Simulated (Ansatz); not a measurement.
**Convergence study of the plane-wave cutoff for Cr₃NiP₄ (Pm, 8 atoms in the cell)**

```yaml
crystal:
  lattice:
    - [5.29107, 0.00000, 0.00000]
    - [0.00000, 3.07695, 0.00000]
    - [-0.01512, 0.00000, 5.96014]
  atoms:
    - { symbol: Cr, position: [0.00816, 0.00000, 0.20372], spin: 3.0 }
    - { symbol: Cr, position: [0.49418, 0.50000, 0.71026], spin: 3.0 }
    - { symbol: Cr, position: [0.99511, 0.50000, 0.79717], spin: 3.0 }
    - { symbol: Ni, position: [0.50593, 0.00000, 0.30286] }
    - { symbol: P, position: [0.69814, 0.00000, 0.93327] }
    - { symbol: P, position: [0.18697, 0.00000, 0.55993] }
    - { symbol: P, position: [0.30454, 0.50000, 0.07053] }
    - { symbol: P, position: [0.80698, 0.50000, 0.43066] }
```
(The spins are starting values, not results.)

Method of the run: LDA (PW92), default PAW files made with PBE (plane waves; Ansatz, a program for electronic structure).

Base settings: basis.ecutwfc = 420 eV; kpoints.mp_grid.grid = 2 4 2; hamiltonian.xc = lda; hamiltonian.pseudopotentials = {kind: paw} (the program's default PAW files); magnetization.spin_polarized = true; scf.occupations.method = gaussian; scf.occupations.width = 0.1 eV.

The second cell is the first with its lattice scaled by 0.98.

The mesh stays at the base's, so the ladder's end is converged at best in this setting alone.

The first pressure column holds Ansatz's estimate of the finite-basis (Pulay) stress, which hides part of the cutoff error; the other is without it.

Only quantities that move along the ladder and can be compared are tabulated.

The magnetic state is not the same in all runs (site moments differ, or a search went on to a lower state), so steps between rows are not convergence errors alone.

The count of work is k-points × plane waves × bands × iterations; it is no time. Core times come from one kind of shared machine, to one figure; runs under 30 s give none.

The starting cell comes from a database of computed structures (which also holds hypothetical and non-ambient phases and stackings), without a prior relaxation at this level. Its lattice was rescaled by up to half a per cent. One atom was moved a little off its site on purpose. The magnetic order is the one reached from the typed start; others were not searched systematically. In the base run, with a pressure of about -9 GPa the cell is away from its equilibrium volume at this level. In the base run, forces exceed 1 eV/Å. Without a gap this mesh is coarse (it stands for a supercell whose shortest vector is 11 Å).

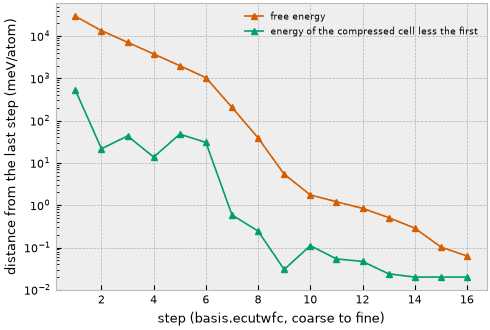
Figure. Distance from the last step along the ladder; very small values are drawn at a floor.

```csv
basis.ecutwfc,free energy less the last step's (meV/atom),energy of the compressed cell less the first (meV/atom),pressure (GPa),pressure without the Pulay estimate (GPa),largest difference of a force vector from the last step's (eV/Å),count of work / last,core time / last (rough)
145 eV,29380.13,-538.95,-40.99,-1255.54,2.756,0.075,–
170 eV,13430.98,-33.85,-27.61,-657.50,1.426,0.10,–
190 eV,7121.31,-55.61,-13.40,-391.74,1.982,0.11,–
210 eV,3775.57,-25.97,-11.49,-234.77,0.812,0.052,–
230 eV,1993.12,-60.16,-11.61,-142.10,0.384,0.064,–
250 eV,1040.08,-42.78,-11.38,-87.20,0.329,0.070,–
295 eV,206.24,-12.80,-8.29,-29.57,0.089,0.13,–
335 eV,39.11,-12.45,-8.75,-13.79,0.025,0.16,–
380 eV,5.42,-12.24,-8.70,-9.44,0.003,0.19,–
420 eV,1.75,-12.10,-8.72,-8.82,0.001,0.21,–
460 eV,1.21,-12.15,-8.73,-8.77,0.000,0.24,0.3
505 eV,0.84,-12.16,-8.73,-8.76,0.000,0.27,0.3
565 eV,0.51,-12.18,-8.73,-8.76,0.000,0.32,0.4
630 eV,0.29,-12.19,-8.74,-8.75,0.000,0.39,0.4
735 eV,0.10,-12.20,-8.74,-8.75,0.000,0.61,0.6
840 eV,0.06,-12.21,-8.74,-8.74,0.000,0.72,0.7
1010 eV,0.00,-12.21,-8.74,-8.74,0.000,1.0,1
```

Coarsest basis.ecutwfc that holds the free energy within 5 meV/atom of the last step, with all finer ones: 420 eV, at 0.21 of the last step's count of work; the step before is off by 5.4 meV/atom.

Coarsest basis.ecutwfc that holds the pressure within 0.05 GPa of the last step, with all finer ones: 335 eV, at 0.16 of the last step's count of work; the step before is off by 0.45 GPa.

Coarsest basis.ecutwfc that holds the pressure without the Pulay estimate within 0.5 GPa of the last step, with all finer ones: 420 eV, at 0.21 of the last step's count of work; the step before is off by 0.69 GPa.

The energy difference between the two cells stays within 1 meV/atom of the last step's from 295 eV on, the total only from 505 eV on: much of the error is common to both cells and cancels.

At the lowest cutoff the pressure without the Pulay estimate lies 1250 GPa under the last step's, the usual sign of Pulay stress in an incomplete plane-wave basis.

Keys are those of Ansatz 0.2.
